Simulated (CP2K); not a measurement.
**Si2H4F2 (SMILES F[SiH2][SiH2]F) at revPBE-D3(BJ)/TZV2P-MOLOPT-PBE-GTH (core potential)**

Aim: the energy change on altering one bond length of Si2H4F2 at revPBE-D3(BJ)/TZV2P-MOLOPT-PBE-GTH (core potential), from 2 runs. 

The results are computed with CP2K 2026.2.

### 1 Starting point

Si2H4F2: 8 atoms, total charge 0, spin state singlet. As SMILES, `F[SiH2][SiH2]F`. The shape is that of a PBE0-D4/def2-TZVP optimisation. This is one conformer, not always the lowest.

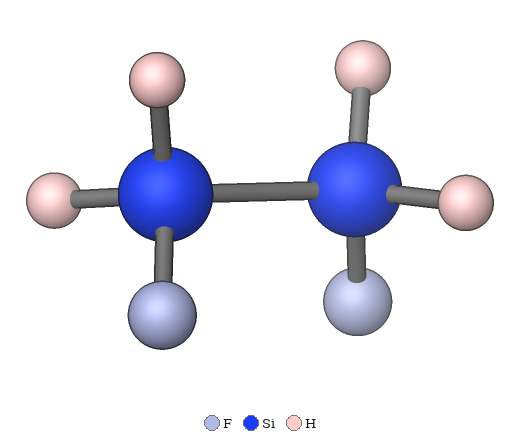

Viewed from a chosen angle; fluorine light blue, silicon blue, hydrogen pink.

### 2 The energy at revPBE-D3(BJ)/TZV2P-MOLOPT-PBE-GTH (core potential)

qs.inp

```
&FORCE_EVAL
  METHOD QUICKSTEP
  &DFT
    BASIS_SET_FILE_NAME BASIS_MOLOPT_UZH
    POTENTIAL_FILE_NAME POTENTIAL_UZH
    ! Quickstep
    &QS
      METHOD GPW
      EPS_DEFAULT 1.0E-10
    &END QS
    ! real-space grids
    &MGRID
      CUTOFF 400
      REL_CUTOFF 50
      NGRIDS 4
    &END MGRID
    ! no periodic images
    &POISSON
      PERIODIC NONE
      POISSON_SOLVER MULTIPOLE
    &END POISSON
    &SCF
      SCF_GUESS ATOMIC
      EPS_SCF 1.0E-06
      MAX_SCF 80
      ADDED_MOS 3
      &DIAGONALIZATION
        ALGORITHM STANDARD
      &END DIAGONALIZATION
      &MIXING
        METHOD PULAY_MIXING
        ALPHA 0.4
        NBUFFER 8
      &END MIXING
    &END SCF
    ! exchange and correlation
    &XC
      &XC_FUNCTIONAL
        &PBE
          PARAMETRIZATION REVPBE
        &END PBE
      &END XC_FUNCTIONAL
      &VDW_POTENTIAL
        POTENTIAL_TYPE PAIR_POTENTIAL
        &PAIR_POTENTIAL
          TYPE DFTD3(BJ)
          PARAMETER_FILE_NAME dftd3.dat
          REFERENCE_FUNCTIONAL revPBE
          R_CUTOFF 15
        &END PAIR_POTENTIAL
      &END VDW_POTENTIAL
    &END XC
    &PRINT
      &MOMENTS
        PERIODIC F
        REFERENCE COM
        MAX_MOMENT 1
      &END MOMENTS
      &MO ON
        ENERGIES T
        OCCUPATION_NUMBERS T
        NDIGITS 6
        &EACH
          QS_SCF 0
        &END EACH
        ADD_LAST NUMERIC
      &END MO
      &HIRSHFELD OFF
      &END HIRSHFELD
    &END PRINT
  &END DFT
  &SUBSYS
    ! vacuum box
    &CELL
      ABC 10.7 10.9 9.8
      PERIODIC NONE
    &END CELL
    &COORD
      F     -1.934800     1.205800    -0.274500
      Si    -0.357800     1.128100     0.012400
      Si     0.358600    -1.109600     0.044100
      F      0.281000    -1.742000    -1.428800
      H      0.340100     1.914200    -1.037000
      H     -0.099800     1.743700     1.341600
      H      1.774800    -1.164000     0.495400
      H     -0.477100    -1.941900     0.946800
    &END COORD
    &TOPOLOGY
      &CENTER_COORDINATES
      &END CENTER_COORDINATES
    &END TOPOLOGY
    &KIND F
      BASIS_SET TZV2P-MOLOPT-PBE-GTH-q7
      POTENTIAL GTH-PBE-q7
    &END KIND
    &KIND Si
      BASIS_SET TZV2P-MOLOPT-PBE-GTH-q4
      POTENTIAL GTH-PBE-q4
    &END KIND
    &KIND H
      BASIS_SET TZV2P-MOLOPT-PBE-GTH-q1
      POTENTIAL GTH-PBE-q1
    &END KIND
  &END SUBSYS
&END FORCE_EVAL
&GLOBAL
  PROJECT_NAME qs
  RUN_TYPE ENERGY
  PRINT_LEVEL MEDIUM
&END GLOBAL
```

Launch:

```console
OMP_NUM_THREADS=1 cp2k.psmp qs.inp > qs.out
```

Log:

```text
CP2K| version string:                                       CP2K version 2026.2
[...]
 GLOBAL| Method name                                                        CP2K
[...]
 GLOBAL| Run type                                                         ENERGY
[...]
 DFT| Spin restricted Kohn-Sham (RKS) calculation                            RKS
 DFT| Multiplicity                                                             1
[...]
 DFT| Charge                                                                   0
[...]
 FUNCTIONAL| PBE:
[...]
 QS| Method:                                                                 GPW
[...]
 QS| Density cutoff [a.u.]:                                                200.0
[...]
 QS| Relative density cutoff [a.u.]:                                        25.0
[...]
                             - Atoms:                                          8
[...]
                             - Spherical basis functions:                    172
[...]
 Number of electrons:                                                         26
[...]
     1 NoMix/Diag. 0.40E+00    1.3     0.65147840       -58.4663875826 -5.85E+01
[...]
    17 Pulay/Diag. 0.40E+00    1.5     0.00000099       -58.8794820745 -4.88E-06
  *** SCF run converged in    17 steps ***
[...]
  Overlap energy of the core charge distribution:               0.00000004673530
  Self energy of the core charge distribution:               -154.84856572019939
  Core Hamiltonian energy:                                     42.82561452107008
  Hartree energy:                                              66.44641173092684
  Exchange-correlation energy:                                -13.29014491188442
  Dispersion energy:                                           -0.01279774113939
  Total energy:                                               -58.87948207449099
[...]
                     Mulliken Population Analysis
 #  Atom  Element  Kind  Atomic population                           Net charge
       1     F        1          7.377327                             -0.377327
       2     Si       2          3.438905                              0.561095
       3     Si       2          3.438048                              0.561952
       4     F        1          7.378075                             -0.378075
       5     H        3          1.089260                             -0.089260
       6     H        3          1.094683                             -0.094683
       7     H        3          1.094497                             -0.094497
       8     H        3          1.089206                             -0.089206
 # Total charge                             26.000000                 -0.000000
[...]
  Dipole moment [Debye]
    X=  0.1134370E+01 Y=  0.3806921E+00 Z=  0.1208235E+01  Total=      1.7004569
 ENERGY| Total FORCE_EVAL ( QS ) energy [hartree]            -58.879482074490987
[...]
```

It took 27 s on 1 thread of Arm Neoverse V2, shared host; peak memory 1.5 GiB.

### 3 The distorted shape, same level

qs.inp

```
&GLOBAL
   PROJECT qs
   RUN_TYPE ENERGY
   PRINT_LEVEL MEDIUM
&END GLOBAL
&FORCE_EVAL
   METHOD QUICKSTEP
   &DFT
      BASIS_SET_FILE_NAME BASIS_MOLOPT_UZH
      POTENTIAL_FILE_NAME POTENTIAL_UZH
      # Quickstep
      &QS
         METHOD GPW
         EPS_DEFAULT 1.0E-10
      &END QS
      &MGRID
         CUTOFF 400
         REL_CUTOFF 50
         NGRIDS 4
      &END MGRID
      # isolated system
      &POISSON
         PERIODIC NONE
         POISSON_SOLVER MULTIPOLE
      &END POISSON
      # SCF settings
      &SCF
         SCF_GUESS ATOMIC
         EPS_SCF 1.0E-06
         MAX_SCF 50
         &OT
            MINIMIZER DIIS
            PRECONDITIONER FULL_SINGLE_INVERSE
         &END OT
         &OUTER_SCF
            EPS_SCF 1.0E-06
            MAX_SCF 8
         &END OUTER_SCF
      &END SCF
      &XC
         &XC_FUNCTIONAL
            &PBE
               PARAMETRIZATION REVPBE
            &END PBE
         &END XC_FUNCTIONAL
         &VDW_POTENTIAL
            POTENTIAL_TYPE PAIR_POTENTIAL
            &PAIR_POTENTIAL
               TYPE DFTD3(BJ)
               PARAMETER_FILE_NAME dftd3.dat
               REFERENCE_FUNCTIONAL revPBE
               R_CUTOFF 15
            &END PAIR_POTENTIAL
         &END VDW_POTENTIAL
      &END XC
      &PRINT
         &MOMENTS
            PERIODIC F
            REFERENCE COM
            MAX_MOMENT 1
         &END MOMENTS
         &MO_CUBES
            NLUMO 5
            NHOMO -1
            WRITE_CUBE F
         &END MO_CUBES
         &HIRSHFELD OFF
         &END HIRSHFELD
      &END PRINT
   &END DFT
   # structure
   &SUBSYS
      # box in angstrom
      &CELL
         ABC 10.7 11 9.8
         PERIODIC NONE
      &END CELL
      &COORD
         F     -1.809470     1.330620    -0.409878
         Si    -0.232470     1.252920    -0.122978
         Si     0.483930    -0.984780    -0.091278
         F      0.406330    -1.617180    -1.564178
         H      0.465430     2.039020    -1.172378
         H      0.025530     1.868520     1.206222
         H      1.900130    -1.039180     0.360022
         H     -0.477100    -1.941900     0.946800
      &END COORD
      &TOPOLOGY
         &CENTER_COORDINATES
         &END CENTER_COORDINATES
      &END TOPOLOGY
      &KIND F
         BASIS_SET TZV2P-MOLOPT-PBE-GTH-q7
         POTENTIAL GTH-PBE-q7
      &END KIND
      &KIND Si
         BASIS_SET TZV2P-MOLOPT-PBE-GTH-q4
         POTENTIAL GTH-PBE-q4
      &END KIND
      &KIND H
         BASIS_SET TZV2P-MOLOPT-PBE-GTH-q1
         POTENTIAL GTH-PBE-q1
      &END KIND
   &END SUBSYS
&END FORCE_EVAL
```

Launch:

```console
OMP_NUM_THREADS=1 cp2k.psmp -i qs.inp > qs.out 2>&1
```

Log, shortened:

```text
CP2K| version string:                                       CP2K version 2026.2
[...]
 GLOBAL| Method name                                                        CP2K
[...]
 GLOBAL| Run type                                                         ENERGY
[...]
 DFT| Spin restricted Kohn-Sham (RKS) calculation                            RKS
 DFT| Multiplicity                                                             1
[...]
 DFT| Charge                                                                   0
[...]
 FUNCTIONAL| PBE:
[...]
 QS| Method:                                                                 GPW
[...]
 QS| Density cutoff [a.u.]:                                                200.0
[...]
 QS| Relative density cutoff [a.u.]:                                        25.0
[...]
                             - Atoms:                                          8
[...]
                             - Spherical basis functions:                    172
[...]
 Number of electrons:                                                         26
[...]
     1 OT DIIS     0.80E-01    1.3     0.11375486       -56.2408169228 -5.62E+01
[...]
    36 OT DIIS     0.80E-01    1.4     0.00000084       -58.8688817757 -7.00E-10
  *** SCF run converged in    36 steps ***
[...]
  Overlap energy of the core charge distribution:               0.00000003755983
  Self energy of the core charge distribution:               -154.84856572019939
  Core Hamiltonian energy:                                     42.71195552890370
  Hartree energy:                                              66.52671785247115
  Exchange-correlation energy:                                -13.24611962934707
  Dispersion energy:                                           -0.01286984512355
  Total energy:                                               -58.86888177573532
[...]
                     Mulliken Population Analysis
 #  Atom  Element  Kind  Atomic population                           Net charge
       1     F        1          7.375973                             -0.375973
       2     Si       2          3.428744                              0.571256
       3     Si       2          3.436408                              0.563592
[...]
  Dipole moment [Debye]
    X=  0.1294349E+01 Y=  0.6131528E+00 Z=  0.1022668E+01  Total=      1.7598707
[...]
 HOMO - LUMO gap [eV] :    5.314131
 ENERGY| Total FORCE_EVAL ( QS ) energy [hartree]            -58.868881775735318
[...]
```

Run time: 53 s. Hardware: 1 thread of Arm Neoverse V2, shared host; peak memory 0.89 GiB.

### 4 What came out

Level: revPBE-D3(BJ)/TZV2P-MOLOPT-PBE-GTH (core potential).

| quantity | value |
| --- | --- |
| first shape: total energy | -58.87948 Eh |
| first shape: dipole moment | 1.70 D |
| first shape: HOMO energy | -7.17 eV |
| first shape: LUMO energy | -1.81 eV |
| first shape: HOMO–LUMO gap | 5.36 eV |
| first shape: dispersion energy | -33.60 kJ/mol |
| distorted shape: total energy | -58.86888 Eh |
| distorted shape: dipole moment | 1.76 D |
| distorted shape: HOMO energy | -7.19 eV |
| distorted shape: LUMO energy | -1.88 eV |
| distorted shape: HOMO–LUMO gap | 5.31 eV |
| distorted shape: dispersion energy | -33.79 kJ/mol |
| energy change with the Si3–H8 bond stretched from 1.485 to 1.708 Å | 0.288 eV |

What this shows: With the Si3–H8 bond stretched from 1.485 to 1.708 Å the energy rises by 0.29 eV (27.8 kJ/mol). The first shape isn't relaxed at this level, so the change isn't measured from a minimum.
